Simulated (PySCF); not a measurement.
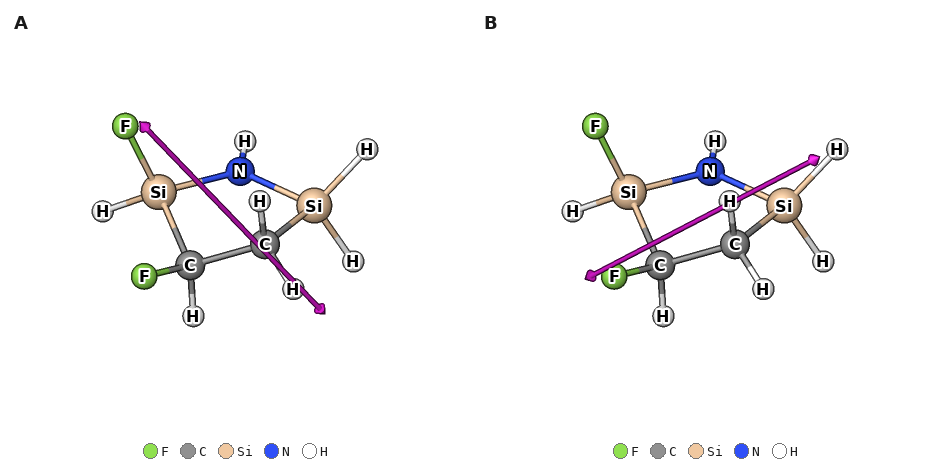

The double arrows show the directions of two transition dipoles from the ground state (lengths mean nothing). The geometry was computed by an optimisation with PBE0-D3(BJ)/def2-SVP. No frequency run is at hand to confirm it as a minimum. Method: TDDFT CAM-B3LYP/def2-SVPD, vertical, gas phase, core orbitals frozen in the response (PySCF 2.14.0).

One belongs to singlet state 5 and one to singlet state 7. Which is which?

A: state 7, 8.25 eV (150 nm), oscillator strength 0.021, of mixed character, with the largest part HOMO−1 → LUMO+3 (weight 0.23).
B: state 5, 8.05 eV (154 nm), oscillator strength 0.018, of mixed character, with the largest part HOMO−1 → LUMO+1 (weight 0.43).
